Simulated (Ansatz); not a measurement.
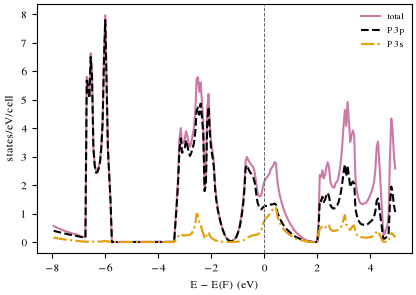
Total and projected density of states of P in space group I4_132 (No. 214; P on 8a), DFT-r²SCAN in the program Ansatz with PAW potentials

Problem. Which orbitals carry the states next to the Fermi level?

Solution. Within 0.5 eV of the Fermi level: P 3p 64 %, P 3s 29 %, outside the projected shells 6 %. Projections are on Löwdin-orthogonalised atomic valence shells; empty p or d shells of many metals are not among them.

Problem. Where is the tallest occupied peak in this window, and what makes it?

Solution. Near -6.0 eV, about 8.0 states/eV per cell; the largest projected share is P 3p.

The start of the workflow was typed in or built on a structure type; neither database checked (COD, Materials Project) lists it. It is not the phase usual at ambient conditions (space group No. 64). The cell was relaxed with r²SCAN under the symmetry of its start; its stability against distortions is not shown here. The volume moved by 28 % from the start of the relaxation.

Potentials: the later of the program's two PAW sets.
